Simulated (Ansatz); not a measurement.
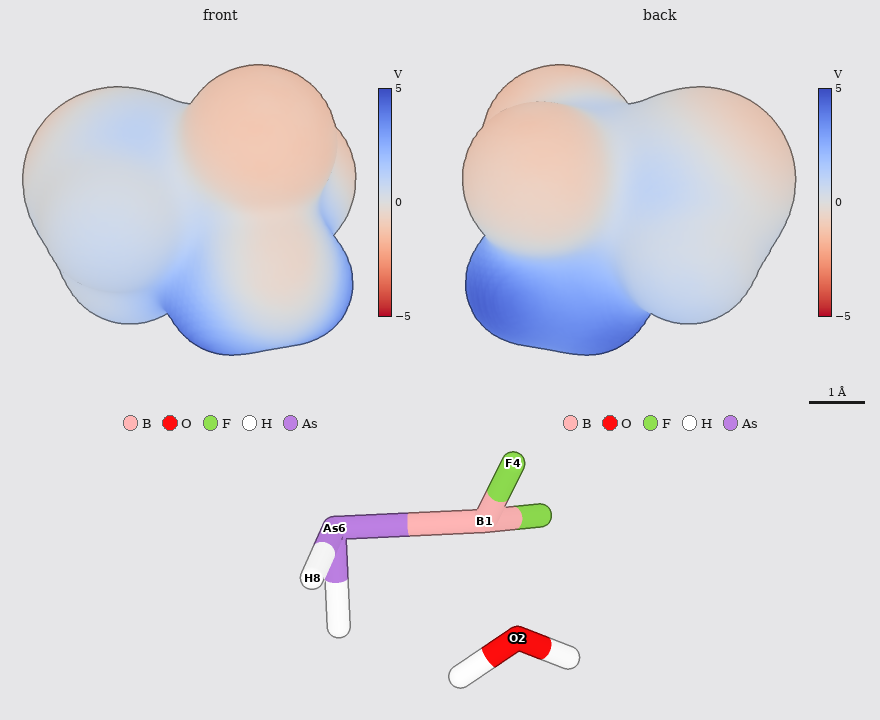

The picture shows: AsBF2H2···H2O. The molecular electrostatic potential painted on the density surface at 0.004 e/bohr³, seen from the front and from behind; the colour scale runs from red (negative) to blue (positive). The bare structure is drawn below in the same view.

Level of theory: Ansatz 0.2.0, RKS PBE-D4/def2-SVP.

Input

```
crystal:
  periodic: [false, false, false]
  atoms:
    - { symbol: B, position_ang: [-0.085588, -1.204704, 0.28566] }
    - { symbol: O, position_ang: [-1.256102, 1.320625, 0.067906] }
    - { symbol: F, position_ang: [-0.84154, -1.574997, -0.752073] }
    - { symbol: F, position_ang: [-0.488438, -1.561708, 1.499813] }
    - { symbol: H, position_ang: [-0.340986, 1.362783, -0.26707] }
    - { symbol: As, position_ang: [1.784804, -0.448066, -0.01189] }
    - { symbol: H, position_ang: [-1.746094, 0.988896, -0.70866] }
    - { symbol: H, position_ang: [1.61692, 0.642974, 1.053323] }
    - { symbol: H, position_ang: [1.356825, 0.474197, -1.167109] }
basis:
  gaussian: { orbitals: def2-SVP }
hamiltonian:
  xc: pbe
  dispersion: d4
relax:
  f_tol: 0.03
  max_steps: 50
output:
  orbitals: {}
```

Run with:

```sh
ansatz run input.yaml --threads 2 --pin off --max-ram 3072MiB --backend cpu --events-out ev --progress --plain --runs-dir out
```

The fields are those of the relaxed geometry.

Question: Where is the surface potential most negative and most positive?

Answer: The most negative region (about −1.2 V) lies over F3 and F4, the most positive (about +4.3 V) over H7.
